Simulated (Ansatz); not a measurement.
**C$_{4}$H$_{7}$InO: density, localisation and related maps**

```xyz
13

C    -2.1480    0.3577    1.2931
C    -1.0793    0.1688    0.7698
C     0.1992   -0.0548    0.1446
C     0.3430   -1.4734   -0.3730
O     1.2853    0.2879    1.0232
In    0.6150    1.5386   -1.3290
H    -3.0927    0.5359    1.7493
H    -0.4500   -1.7096   -1.0863
H     1.3067   -1.6042   -0.8684
H     0.2764   -2.1942    0.4512
H     1.1094   -0.0810    1.8973
H     1.6461    1.1185   -2.6495
H    -0.0111    3.1097   -1.0222
```

Geometry: PBE0-D4/def2-TZVP; core potentials replace the inner electrons of In.

These are results of RKS PBE0-D4/def2-TZVPP (Ansatz), not measurements.

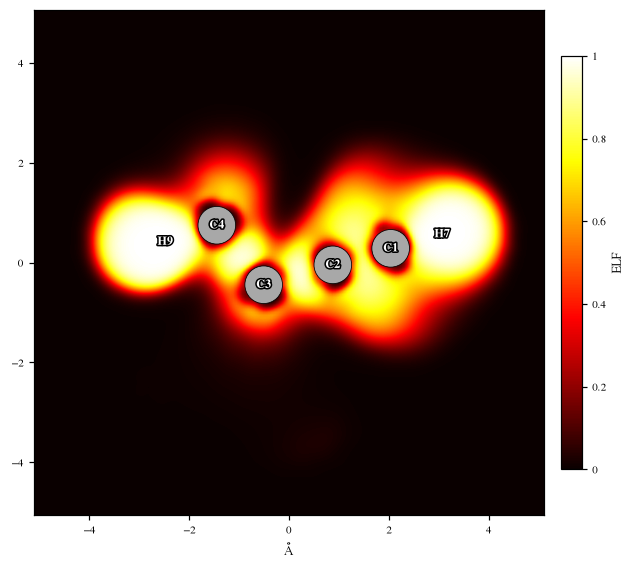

Figure 1. Electron localisation function on the plane of atoms C2, C3 and C4. Grey discs cover the atomic cores.

What do the fields say about this system?

Answer. Atoms in the plane: C and H.
C–C (1.20 Å): the ELF peaks at about 0.85 between the atoms; a multiple bond.
C–H (1.06 Å): the ELF climbs to about 1 towards the hydrogen, as it does in any bond to H: an ordinary covalent bond to hydrogen.

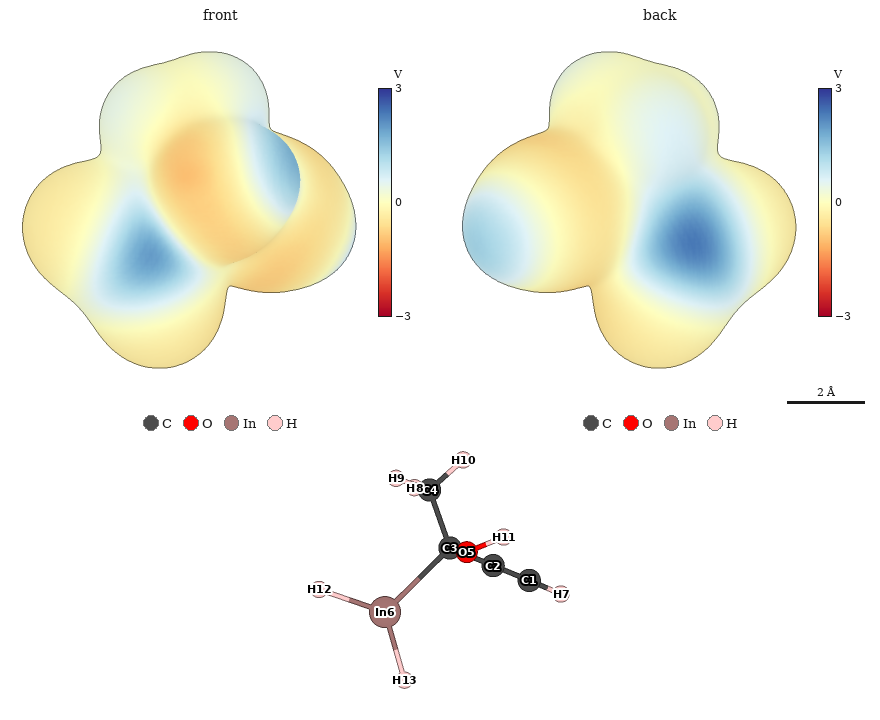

Figure 2. The molecular electrostatic potential painted on the density surface at 0.001 e/bohr³, seen from the front and from behind; red is negative and blue positive. The bare structure is drawn below in the same view.

Where is the surface potential most negative and most positive?

Answer. The most negative region (about −0.9 V) lies over O5, the most positive (about +2.3 V) over In6.

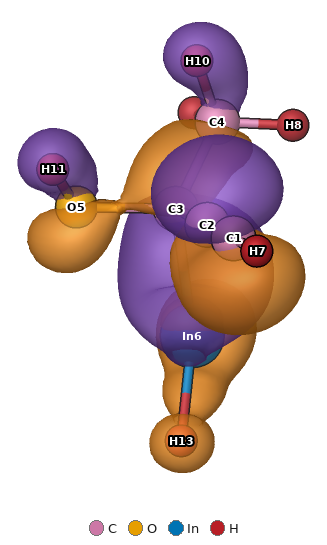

Figure 3. The HOMO at ±0.1 Å⁻³ᐟ² (orange and purple are the two phases), seen at an oblique angle.

Where does this orbital lie, and at what energy?

Answer. Its weight (Hirshfeld) is mainly on C3 (about 25 %), C1 (about 20 %), In6 (about 15 %), C2 (about 10 %) and O5 (about 10 %). Its energy is −6.53 eV.
